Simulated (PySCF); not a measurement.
Molecule: C6H7FSi, SMILES c1(ccc(cc1)F)[SiH3]. Atoms near the plane z = 0.0 Å, at the GFN2-xTB optimised geometry (x, y, z in Å): F1 (-1.3, -3.2, 0.0), C2 (-0.7, -2.0, 0.0), C3 (-1.4, -0.8, 0.0), C4 (-0.7, 0.4, 0.0), C5 (0.7, 0.4, 0.0), Si6 (1.6, 2.1, 0.0), C7 (1.4, -0.8, 0.0), C8 (0.7, -2.0, 0.0), H9 (-2.5, -0.9, 0.0), H10 (-1.3, 1.3, 0.0), H11 (0.6, 3.2, 0.1), H14 (2.4, -0.8, 0.0), H15 (1.2, -2.9, 0.0).

Calculation: PBE/def2-TZVP in PySCF. Cells within 0.4 Å of a nucleus heavier than hydrogen are left out (blank, or x). The values are rescaled to run from 0 to 1.

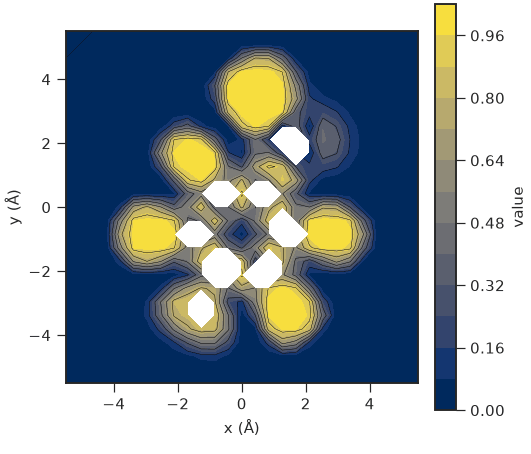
a field on the plane z = 0.0 Å.

Which quantity is mapped?
A. electrostatic potential
B. Laplacian of the electron density
C. electron localisation function
D. an orbital amplitude

C, electron localisation function
